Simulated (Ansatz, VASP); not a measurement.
**Cross-check of InAs between VASP and Ansatz**

Aim: how closely do two programs agree when they are given the same cell, functional and k mesh?

Method: plane waves, with VASP 6.6.1 beside it; band structure at HSE06 and band structure at HSE06, spin-orbit coupling, in Ansatz 0.2.0.

The database entry behind the starting cell is an old determination (1940), so it need not match the best structure at ambient conditions.

## (1) The structure

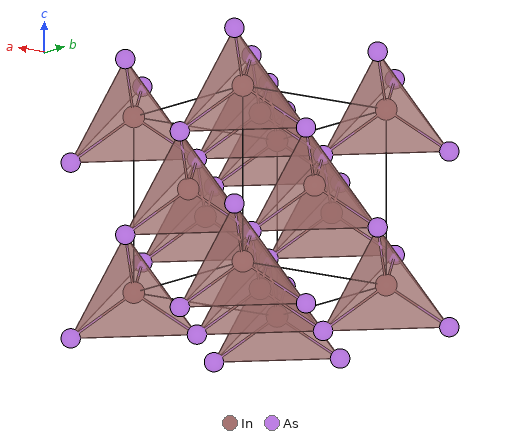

Start, viewed from a free direction; indium brown, arsenic purple. This picture shows the conventional cell, with its axes. Some periodic images of atoms are drawn too.

## (2) VASP: band structure, HSE06

Levels along a path test the potential and the projectors away from the mesh points.

Lines of VASP's logs that name or quote its potential files are left out, and so is its time.

The input, INCAR:

```
SYSTEM = InAs
PREC = Accurate
ENCUT = 350
EDIFF = 1E-06
NELM = 100
ISMEAR = 0
SIGMA = 0.03
LREAL = .FALSE.
ALGO = Normal
LHFCALC = .TRUE.
AEXX = 0.25
GGA = PE
HFSCREEN = 0.2
LASPH = .TRUE.
NBANDS = 15
PRECFOCK = Fast
LORBIT = 11
LWAVE = .FALSE.
LCHARG = .FALSE.
KPAR = 4
```

The input, POSCAR:

```
InAs
1.0
    0.0000000000      3.0292000000      3.0292000000
    3.0292000000      0.0000000000      3.0292000000
    3.0292000000      3.0292000000      0.0000000000
In As
1 1
Direct
    0.0000000000      0.0000000000      0.0000000000
    0.7500000000      0.7500000000      0.7500000000
```

The input, KPOINTS:

```
Automatic mesh
0
Gamma
4 4 4
0 0 0
```

The input, KPOINTS_OPT:

```
Line mode
10
Line-mode
Reciprocal
  0.00000000   0.00000000   0.00000000 GAMMA
  0.50000000   0.00000000   0.50000000 X

  0.50000000   0.00000000   0.50000000 X
  0.50000000   0.25000000   0.75000000 W

  0.50000000   0.25000000   0.75000000 W
  0.37500000   0.37500000   0.75000000 K

  0.37500000   0.37500000   0.75000000 K
  0.00000000   0.00000000   0.00000000 GAMMA

  0.00000000   0.00000000   0.00000000 GAMMA
  0.50000000   0.50000000   0.50000000 L

  0.50000000   0.50000000   0.50000000 L
  0.62500000   0.25000000   0.62500000 U

  0.62500000   0.25000000   0.62500000 U
  0.50000000   0.25000000   0.75000000 W

  0.50000000   0.25000000   0.75000000 W
  0.50000000   0.50000000   0.50000000 L

  0.50000000   0.50000000   0.50000000 L
  0.37500000   0.37500000   0.75000000 K

  0.62500000   0.25000000   0.62500000 U
  0.50000000   0.00000000   0.50000000 X
```

PAW data sets: In_d and As (PBE family, release 64).

Run with:

```sh
$ mpirun -np 4 vasp_std
```

Numbers of over 12 decimals in the logs are rounded to 6 here.

Log:

```text
[banner, memory and clock lines left out]
running    4 mpi-ranks, on    1 nodes
 distrk:  each k-point on    1 cores,    4 groups
 distr:  one band on    1 cores,    1 groups

 POSCAR found type information on POSCAR InAs
 POSCAR found :  2 types and       2 ions
 LDA part: xc-table for (Slater+PW92), standard interpolation
 found WAVECAR, reading the header
 POSCAR, INCAR and KPOINTS ok, starting setup
 FFT: planning ... GRIDC
 FFT: planning ... GRID_SOFT
 FFT: planning ... GRID
 reading WAVECAR
 the WAVECAR file was read successfully
 initial charge from wavefunction
 entering main loop
       N       E                     dE             d eps       ncg     rms          rms(c)
DAV:   1    -0.912547850177E+01   -0.91255E+01   -0.11698E+00   296   0.174E+01    0.324E+00
DAV:   2    -0.913607550383E+01   -0.10597E-01   -0.81035E-02   322   0.306E+00    0.417E+00
DAV:   3    -0.913219547839E+01    0.38800E-02   -0.69709E-03   333   0.136E+00    0.292E+00
DAV:   4    -0.913108454226E+01    0.11109E-02   -0.12780E-03   357   0.490E-01    0.193E+00
DAV:   5    -0.913081994110E+01    0.26460E-03   -0.29001E-04   290   0.196E-01    0.119E+00
DAV:   6    -0.913074897936E+01    0.70962E-04   -0.59350E-05   291   0.893E-02    0.727E-01
DAV:   7    -0.913072737451E+01    0.21605E-04   -0.12331E-05   268   0.425E-02    0.439E-01
DAV:   8    -0.913072122438E+01    0.61501E-05   -0.45194E-06   261   0.217E-02    0.264E-01
DAV:   9    -0.913072052788E+01    0.69650E-06   -0.17176E-06   275   0.114E-02
   1 F= -.91307205E+01 E0= -.91307205E+01  d E =-.806668E-19
 Start KPOINTS_OPT (optional k-point list driver)
k-point batch [1-8\100]
       N       E                     dE             ncg
DAV:   1     0.737420899752E+02   -0.16965E+04      248
DAV:   2    -0.907519441951E+03   -0.98126E+03      247
DAV:   3    -0.980154631566E+03   -0.72635E+02      310
DAV:   4    -0.982705119703E+03   -0.25505E+01      319
DAV:   5    -0.982769283231E+03   -0.64164E-01      361
DAV:   6    -0.982772034394E+03   -0.27512E-02      379
DAV:   7    -0.982772070447E+03   -0.36052E-04      347
DAV:   8    -0.982772070884E+03   -0.43768E-06      267
[...]
k-point batch [97-100\100]
       N       E                     dE             ncg
DAV:   1     0.212344116985E+04   -0.19874E+04      120
DAV:   2     0.164370192509E+04   -0.47974E+03      127
DAV:   3     0.161061173042E+04   -0.33090E+02      148
DAV:   4     0.160970754762E+04   -0.90418E+00      170
DAV:   5     0.160967119173E+04   -0.36356E-01      200
DAV:   6     0.160967067411E+04   -0.51762E-03      184
DAV:   7     0.160967066009E+04   -0.14018E-04      200
DAV:   8     0.160967065996E+04   -0.13205E-06      144
```

From OUTCAR (step 2):

```text
ion  position               nearest neighbor table
   1  0.000  0.000  0.000-   2 2.62   2 2.62   2 2.62   2 2.62
   2  0.750  0.750  0.750-   1 2.62   1 2.62   1 2.62   1 2.62

  LATTYP: Found a face centered cubic cell.
 ALAT       =     6.0584000000

 Subroutine GETGRP returns: Found 24 space group operations
 (whereof 24 operations were pure point group operations)

The static configuration has the point symmetry T_d .

 Found      8 irreducible k-points:

   k-points           NKPTS =      8   k-points in BZ     NKDIM =     64   number of bands    NBANDS=     15

   dimension x,y,z NGX =    28 NGY =   28 NGZ =   28
   dimension x,y,z NGXF=    56 NGYF=   56 NGZF=   56

   ENCUT  =  350.0 eV  25.72 Ry    5.07 a.u.   6.53  6.53  6.53*2*pi/ulx,y,z

   NELECT =      18.0000    total number of electrons

 k-points in reciprocal lattice and weights: Automatic mesh
   0.00000000  0.00000000  0.00000000       0.016
   0.25000000  0.00000000  0.00000000       0.125
   0.50000000  0.00000000  0.00000000       0.062
   0.25000000  0.25000000  0.00000000       0.094
   0.50000000  0.25000000  0.00000000       0.375
  -0.25000000  0.25000000  0.00000000       0.188
   0.50000000  0.50000000  0.00000000       0.047
  -0.25000000  0.50000000  0.25000000       0.094

  exchange ACFDT corr.  =         0.00000000  see jH, gK, PRB 81, 115126

 average (electrostatic) potential at core
       1 -90.4419       2 -45.8280

 E-fermi :   4.2295

 k-point     1 :       0.0000    0.0000    0.0000
  band No.  band energies     occupation
    ...
      5     -11.9623      2.00000
      6      -8.9308      2.00000
      7       4.0475      2.00000
      8       4.0475      2.00000
      9       4.0475      2.00000
     10       4.6114      0.00000
     11       8.7359      0.00000
     12       8.7359      0.00000
     13       8.7359      0.00000
     14      12.5183      0.00000
    ...

 k-point     2 :       0.2500    0.0000    0.0000
  band No.  band energies     occupation
    ...
      5     -11.9607      2.00000
      6      -8.2795      2.00000
      7       0.1595      2.00000
      8       3.4413      2.00000
      9       3.4413      2.00000
     10       6.0325      0.00000
     11       9.4905      0.00000
     12       9.4905      0.00000
     13      10.0767      0.00000
     14      13.3122      0.00000
    ...

 k-point     3 :       0.5000    0.0000    0.0000
  band No.  band energies     occupation
    ...
      5     -11.9546      2.00000
      6      -7.3354      2.00000
      7      -2.1727      2.00000
      8       2.9860      2.00000
      9       2.9860      2.00000
     10       5.7291      0.00000
     11       9.5208      0.00000
     12       9.5208      0.00000
     13      11.7778      0.00000
     14      14.1564      0.00000
    ...

  energy-cutoff  :      350.00
  volume of cell :       55.59
      direct lattice vectors                 reciprocal lattice vectors
     0.000000000  3.029200000  3.029200000    -0.165060082  0.165060082  0.165060082
     3.029200000  0.000000000  3.029200000     0.165060082 -0.165060082  0.165060082
     3.029200000  3.029200000  0.000000000     0.165060082  0.165060082 -0.165060082

 POSITION                                       TOTAL-FORCE (eV/Angst)
 -----------------------------------------------------------------------------------
      0.00000      0.00000      0.00000         0.000000      0.000000      0.000000
      4.54380      4.54380      4.54380        -0.000000     -0.000000     -0.000000
 -----------------------------------------------------------------------------------
    total drift:                               -0.000080     -0.000078     -0.000043

  FREE ENERGIE OF THE ION-ELECTRON SYSTEM (eV)
  ---------------------------------------------------
  free  energy   TOTEN  =        -9.1307205279 eV

  energy  without entropy=       -9.1307205279  energy(sigma->0) =       -9.13072053

 total charge
# of ion       s       p       d       tot
------------------------------------------
    1        0.844   0.751   9.904  11.499
    2        1.216   1.636   0.021   2.873
--------------------------------------------------
tot          2.060   2.386   9.926  14.372

[... 3 further parts left out ...]
```

## (3) Ansatz: band structure, HSE06

Ansatz runs on its default PAW (the set named soft_2) files.

The same cell, functional, mesh and smearing now go to Ansatz, which takes its cutoff from its data sets.

The input, input.yaml:

```yaml
crystal:
  lattice:
    - [0.0, 3.0292, 3.0292]
    - [3.0292, 0.0, 3.0292]
    - [3.0292, 3.0292, 0.0]
  atoms:
    - { symbol: In, position: [0.0, 0.0, 0.0] }
    - { symbol: As, position: [0.75, 0.75, 0.75] }
hamiltonian:
  xc: { exchange: pbe, correlation: pbe, exx: { coeff: 0.25, omega: 0.2 } }
  pseudopotentials: { kind: paw }
kpoints:
  mp_grid: { grid: [4, 4, 4] }
  band_path:
    path:
      - [0.0, 0.0, 0.0]
      - [0.5, 0.0, 0.5]
      - [0.5, 0.22222, 0.72222]
      - [0.40278, 0.34722, 0.75]
      - [0.125, 0.125, 0.25]
      - [0.27778, 0.27778, 0.27778]
      - [0.55556, 0.38889, 0.55556]
      - [0.58333, 0.25, 0.66667]
      - [0.5, 0.30556, 0.69444]
      - [0.48611, 0.48611, 0.52778]
      - [0.625, 0.25, 0.625]
      - [0.5, 0.0, 0.5]
    npoints: 1
scf:
  occupations: { method: gaussian, width: 0.03 }
  n_extra_bands: 7
output:
  forces: true
  stress: true
  eigenvalues: true
  write_density: true
  write_potential: true
  elf: true
  volumetric_format: npy
```

Run with:

```sh
$ ansatz run input.yaml --threads 4 --pin off --max-ram 9216MiB --backend cpu --events-out ev --progress --plain --runs-dir out
```

Log:

```text
Warning: output.stress: scf.convergence.dr2_threshold = 1e-7 eV (the SCF's general default) is looser than the 2e-10 eV advised for a printed stress (1e-10 eV for each atom of the cell: 2). What an SCF threshold leaves in a stress goes as its square root, and in the free energy as the threshold itself, and one threshold admits the most on a small cell: [figures from the program's tests cut] Set scf.convergence.dr2_threshold to 2e-10 eV or tighter. The threshold is an SCF's pass mark: one that does not reach it within its budget of iterations ends unconverged, or closes short of it on a stop that the run arms, and scf.convergence.dr2_threshold's page says what that costs each kind of run
Warning: output.stress: scf.exx.energy_threshold = 1e-6 eV is looser than the 2e-8 eV advised for a stress under a hybrid functional (1e-8 eV for each atom of the cell: 2). Every SCF of the exchange loop can meet its threshold on dr2 while the loop round them stops early: no threshold on dr2 bounds what that leaves in the stress. Set scf.exx.energy_threshold to 2e-8 eV or tighter. The threshold is the loop's pass mark: a loop that does not reach it within its budget of cycles ends unconverged, and scf.exx.energy_threshold's page has the law
scf.n_extra_bands = 7 over 14 filled bands (N_el = 28.0): the run solves 21 bands
Engine: ansatz 0.2.0, aarch64-unknown-linux-gnu
Pseudopotentials: kind: paw
Pseudopotential: In, paw, valence charge 13, recommended cutoff 420 eV (normal), In.paw.azcp
Pseudopotential: As, paw, valence charge 15, recommended cutoff 420 eV (normal), As.paw.azcp
Functional definition: unnamed
  parameter a_1 = 0.25
  parameter omega_1 = 0.2/angstrom
  exchange = pbe_x + (-a_1)*pbe_x_sr(omega_1) + a_1*exact_x_sr(omega_1)
  correlation = pbe_c
Crystal: 2 atoms, lattice volume = 55.592 Å³
Basis set: ecut = 420 eV, 1067 PW (Γ), exchange–correlation on 60×60×60 points (8 copies of the dense FFT grid, shifted against one another)
Bands: 21, of which v1, the nominal top of the filled ones, is band 14 counted from 1 (13 counted from 0)
Symmetry: 24 space group operations
Space group: F-43m (ITA 216), of the structure as read, at distance tolerance 3.8e-5 Å
k-points: 8 of 64 (time reversal used)
Non-local potential: In, projectors of the file, l = 0: 2, l = 1: 2, l = 2: 2, l = 3: 2
Non-local potential: As, projectors of the file, l = 0: 2, l = 1: 2, l = 2: 3, l = 3: 1
PAW form: soft (Blöchl's): semilocal exchange-correlation on the pseudo side does not see the compensation charge
PAW frozen core: In, regenerated for the run's functional, and the local potential with it (the file was generated under x = pbe(κ = 0.804, μ = 0.219515), c = pbe(β = 0.066725))
PAW frozen core: As, regenerated for the run's functional, and the local potential with it (the file was generated under x = pbe(κ = 0.804, μ = 0.219515), c = pbe(β = 0.066725))
PAW one-centre angular grid: In, 590 points (default); XC on 64 Gauss nodes
PAW one-centre angular grid: As, 590 points (default); XC on 64 Gauss nodes
Initial density: superposition of atomic densities (neutral atoms: chi_scale 0, normalization atom), corrected by the library's trained network
Initial wavefunctions: pseudopotential atomic-orbital guess
Functional: x = pbe(κ = 0.804, μ = 0.219515), c = pbe(β = 0.066725), warm-up for x = pbe(κ = 0.804, μ = 0.219515) + 0.25 (exact − pbe) at short range (hse, ω = 0.2 Å⁻¹), c = pbe(β = 0.066725)
SCF iter   1: F=—  HF=-10454.296668 eV  |F-HF|=—  |Δ(HF+E_count)|=         —  Δρ=1.44e-3  dr2=2.07e-3  ethr=1.77e-3  ⟨swp⟩=13.4  Hψ=808  notcnv=0
preconditioner: auto → none  [insulator: Δε(μ)=0.914 eV  Ē_g=17.050 eV  σ=0.030 eV  W_gap=0.67  n_scr=14 (ndim 8)  ℏωp=21.1 eV  f_vac=0.107  D(μ)=1.61/eV (n_scr^D=14)]
iter 2 solved again at ethr=5.10e-7 eV; its pass at ethr=7.40e-6 eV (dr2=1.43e-4 eV) is discarded
SCF iter   2: F=—  HF=-10454.296270 eV  |F-HF|=—  |Δ(HF+E_count)|=   3.98e-4  Δρ=4.00e-4  dr2=1.43e-4  ethr=5.10e-7  ⟨swp⟩=2.2  Hψ=818  notcnv=0  defer=2
SCF iter   3: F=—  HF=-10454.296235 eV  |F-HF|=—  |Δ(HF+E_count)|=   3.52e-5  Δρ=1.48e-4  dr2=9.20e-6  ethr=5.10e-7  ⟨swp⟩=3.1  Hψ=358  notcnv=0  defer=1
SCF iter   4: F=—  HF=-10454.296259 eV  |F-HF|=—  |Δ(HF+E_count)|=   2.42e-5  Δρ=2.40e-5  dr2=3.41e-7  ethr=3.29e-8  ⟨swp⟩=3.6  Hψ=357  notcnv=0
SCF iter   5: F=—  HF=-10454.296260 eV  |F-HF|=—  |Δ(HF+E_count)|=   3.02e-7  Δρ=1.02e-5  dr2=2.63e-8  ethr=1.22e-9  ⟨swp⟩=3.5  Hψ=384  notcnv=0
SCF iter   6: F=—  HF=-10454.296260 eV  |F-HF|=—  |Δ(HF+E_count)|=   1.02e-7  Δρ=2.95e-6  dr2=3.94e-9  ethr=9.38e-11  ⟨swp⟩=4.0  Hψ=393  notcnv=0
SCF iter   7: F=-10454.296260 eV  HF=-10454.296260 eV  |F-HF|=1.31e-10  |Δ(HF+E_count)|=  9.46e-10  Δρ=5.64e-7  dr2=2.64e-10  ethr=1.41e-11  ⟨swp⟩=3.9  Hψ=368  notcnv=0
SCF 1 converged in 7 iterations: F = -10454.296260 eV  dr2 = 2.64e-10
  greatest PAW one-centre occupation: 0.999 electrons in one spin orbital (limit 2), on the As atom at site 1 (counted from 0), in its partial waves of l = 2
Initial density: handed on by an earlier stage of this run
Initial wavefunctions: those handed on with the density
Functional: x = pbe(κ = 0.804, μ = 0.219515) + 0.25 (exact − pbe) at short range (hse, ω = 0.2 Å⁻¹), c = pbe(β = 0.066725)
Exchange kernel: α = 0.2500, screened, ω = 0.2000 Å⁻¹, Wigner–Seitz truncation, v(0) = 1113.5256 eV·Å³, q-mesh 4×4×4, nearest image of the exchange supercell L = 17.14 Å, pair-density grid 18×18×18, without the augmentation charges, whose exchange is taken in its separable form by FFT convolution over the k-point mesh (sized by the pseudopotential files, 24×24×24 at the most), smooth part of the exact exchange by density-matrix convolution
Frozen-core exchange: fock
iter 1 solved again at ethr=4.16e-5 eV; its pass at ethr=1.00e-1 eV (dr2=1.16e-2 eV) is discarded
SCF iter   1: F=—  HF=-10459.539727 eV  |F-HF|=—  |Δ(HF+E_count)|=         —  Δρ=6.63e-3  dr2=1.38e-2  ethr=4.16e-5  ⟨swp⟩=5.2  Hψ=966  notcnv=0
preconditioner: auto → none  [insulator: Δε(μ)=0.393 eV  Ē_g=19.134 eV  σ=0.030 eV  W_gap=1.00  n_scr=14 (ndim 8)  ℏωp=21.1 eV  f_vac=0.105  D(μ)=0.00/eV (n_scr^D=0)]
[...]
SCF iter   4: F=—  HF=-10459.531117 eV  |F-HF|=—  |Δ(HF+E_count)|=   3.87e-6  Δρ=2.37e-4  dr2=1.08e-3  ethr=7.43e-7  ⟨swp⟩=3.6  Hψ=362  notcnv=0
SCF iter   5: F=—  HF=-10459.541816 eV  |F-HF|=—  |Δ(HF+E_count)|=   1.07e-2  Δρ=8.10e-4  dr2=2.37e-4  ethr=7.20e-8  ⟨swp⟩=5.0  Hψ=621  notcnv=0
SCF iter   6: F=—  HF=-10459.541741 eV  |F-HF|=—  |Δ(HF+E_count)|=   7.44e-5  Δρ=6.33e-5  dr2=1.91e-5  ethr=7.20e-8  ⟨swp⟩=4.0  Hψ=401  notcnv=0
SCF iter   7: F=-10459.541872 eV  HF=-10459.541875 eV  |F-HF|=3.02e-6  |Δ(HF+E_count)|=   1.33e-4  Δρ=1.07e-4  dr2=5.73e-6  ethr=2.58e-9  ⟨swp⟩=5.2  Hψ=610  notcnv=0
SCF 2 stopped early in 7 iterations: F = -10459.541872 eV  dr2 = 5.73e-6
hybrid outer 1: dexx = +1.220e-2 eV, tail = 7.60e-5 eV
Exchange kernel: α = 0.2500, screened, ω = 0.2000 Å⁻¹, Wigner–Seitz truncation, v(0) = 1113.5256 eV·Å³, q-mesh 4×4×4, nearest image of the exchange supercell L = 17.14 Å, pair-density grid 18×18×18, without the augmentation charges, whose exchange is taken in its separable form by FFT convolution over the k-point mesh (sized by the pseudopotential files, 24×24×24 at the most), smooth part of the exact exchange by density-matrix convolution
Frozen-core exchange: fock
SCF iter   1: F=—  HF=-10459.542061 eV  |F-HF|=—  |Δ(HF+E_count)|=         —  Δρ=5.16e-5  dr2=2.92e-6  ethr=1.36e-6  ⟨swp⟩=4.8  Hψ=360  notcnv=0
preconditioner: auto → none  [insulator: Δε(μ)=0.566 eV  Ē_g=19.118 eV  σ=0.030 eV  W_gap=1.00  n_scr=14 (ndim 8)  ℏωp=21.1 eV  f_vac=0.107  D(μ)=0.00/eV (n_scr^D=0)]
SCF iter   2: F=—  HF=-10459.542061 eV  |F-HF|=—  |Δ(HF+E_count)|=   2.30e-8  Δρ=1.50e-5  dr2=1.86e-6  ethr=4.49e-9  ⟨swp⟩=4.0  Hψ=484  notcnv=0
SCF iter   3: F=—  HF=-10459.542087 eV  |F-HF|=—  |Δ(HF+E_count)|=   2.60e-5  Δρ=3.08e-5  dr2=7.73e-7  ethr=2.28e-10  ⟨swp⟩=5.2  Hψ=565  notcnv=0  defer=1
SCF iter   4: F=—  HF=-10459.542087 eV  |F-HF|=—  |Δ(HF+E_count)|=   3.32e-7  Δρ=6.19e-6  dr2=3.28e-8  ethr=2.28e-10  ⟨swp⟩=4.0  Hψ=424  notcnv=0
SCF iter   5: F=—  HF=-10459.542087 eV  |F-HF|=—  |Δ(HF+E_count)|=   6.24e-9  Δρ=8.17e-7  dr2=1.84e-8  ethr=5.81e-11  ⟨swp⟩=3.0  Hψ=400  notcnv=0
SCF iter   6: F=-10459.542087 eV  HF=-10459.542087 eV  |F-HF|=8.78e-9  |Δ(HF+E_count)|=   1.18e-7  Δρ=3.89e-6  dr2=1.24e-8  ethr=1.00e-12  ⟨swp⟩=5.0  Hψ=538  notcnv=0
SCF 3 converged in 6 iterations: F = -10459.542087 eV  dr2 = 1.24e-8
  Residual-converged pass: ⟨swp⟩=2.0  Hψ=220  notcnv=0  max |occ|·‖R‖ = 2.4e-6 eV (tolerance 2.4e-6 eV)  dr2=1.24e-8  dr2_onsite=4.41e-10  max |Δocc| = 1.1e-50
hybrid outer 2: dexx = +8.497e-7 eV, tail = 4.34e-8 eV, Δε = 3.19e-3 eV (about 1.53e-4 eV left of the loop's levels)
NSCF: frozen V_eff on 12 k-points
hybrid SCF converged: 2 outer / 13 inner (+7 warm-up), last move |dexx| = 8.50e-7 eV, tail = 4.34e-8 eV
Stability not checked: this state was not tested for a lower state beside it, because the functional holds exact exchange (a hybrid, or Hartree-Fock), whose exchange loop this test does not read (fock_operator; see scf.lower_state_search)
Free energy (F): -10459.542087 eV
Frozen-core exchange: fock
Harris-Foulkes:  -10459.542087 eV  (|F-HF|=8.78e-9)
Internal energy: -10459.542087 eV  (E = F + TS)
E sigma→0 (E₀):  -10459.542087 eV
Fermi energy:    7.672859 eV
--- Per-component energies (eV) ---
  E_band       = -379.304594
  E_kinetic    = 346.677567
  E_local      = -3285.829539  (includes V_loc(G=0)·N_el)
  E_nonlocal   = -303.380902
  E_hartree    = 1592.474139
  E_xc         = -234.324686
  E_vxc        = -142.540210  (∫ρ·V_xc dr)
  E_exx        = -94.066210  (= α·E_x^exact, valence–valence)
  E_paw        = -5962.391969  (= ΣΔE_a)
  E_vpaw       = 8.950453  (= ΣTr[D̂ρ^β])
  E_aug_tail   = 0.000035  (compensation charges beyond the density's cutoff)
  E_ewald      = -2518.453269
  E_core_change = -0.247254  (= ΣΔE_core)
  E_smearing   = -0.000000  (= −TS)
  E_closure    = 0.000000  (closes the sum)
  Σ components = -10459.542087   (vs F -10459.542087, Δ=-1.82e-12)
--- Forces (eV/Å), atoms counted from 1 ---
  atom   1  In    -0.00000000     0.00000000     0.00000000
  atom   2  As     0.00000000     0.00000000     0.00000000
  max |Σ_I F_I| component: 3.08e-16 eV/Å
--- Stress (GPa, compression-positive) ---
        1.645520       0.000000      -0.000000
        0.000000       1.645520       0.000000
       -0.000000       0.000000       1.645520
  P = ⅓ Tr σ = 1.6455 GPa (16.455 kbar)
--- Band table (eV; the first three rows and the last of 8) ---
  k-point 0: bands = [... 10 lower, -5.5779, 7.3887, 7.3887, 7.3887, 7.9553, 12.0684, 12.0684, 12.0684, ... 3 higher]
  k-point 1: bands = [... 10 lower, -4.9266, 3.4956, 6.7797, 6.7797, 9.3687, 12.8263, 12.8263, 13.4204, ... 3 higher]
  k-point 2: bands = [... 10 lower, -3.9796, 1.1581, 6.3227, 6.3227, 9.0639, 12.8569, 12.8569, 15.1130, ... 3 higher]
  k-point 7: bands = [... 10 lower, -3.3245, 1.2541, 4.2073, 4.3213, 12.3947, 12.5376, 13.2814, 14.2521, ... 3 higher]
```

Wall time 26 s (4 threads of Arm Neoverse V1, shared host); peak memory 0.79 GiB.

Reading the cycles: dr2 is the Hartree energy of the density residual (eV), the measure of convergence; HF is the Harris–Foulkes estimate of the energy, which meets the free energy F at convergence.

[end of part 1 of 2]

[Lines on the potential files, build, host, timing and source positions are cut from VASP's logs without a mark.]

[Logs are printed without paths, hosts, clocks, repeated set-up lines and the standing remarks that a program may print on its own settings, such as how far it seeks lower states.]

[Hosts, paths, dates, database ids (printed as entryN), source tags and the programs' standing remarks are cut or masked in the printed files.]
